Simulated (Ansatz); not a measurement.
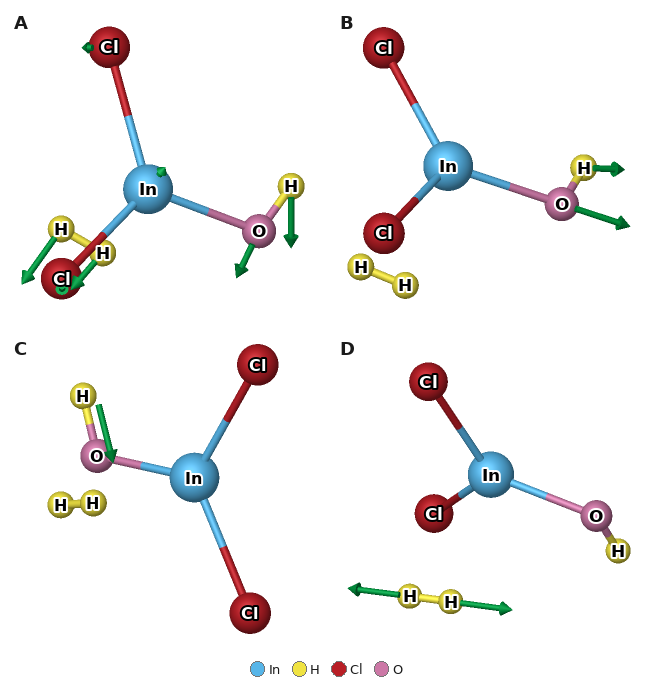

4 normal modes of one molecule or complex, as arrows. Harmonic vibrations computed with RKS PBE0-D4/def2-TZVP, core potentials on In (Ansatz 0.2.0) at a stationary point of the same level.

Question: Match the panels to the wavenumbers 115 cm⁻¹, 622 cm⁻¹, 3875 cm⁻¹, 4334 cm⁻¹.

Answer: A: 115 cm⁻¹
B: 622 cm⁻¹, In–O stretching
C: 3875 cm⁻¹, O–H stretching
D: 4334 cm⁻¹, H–H stretching
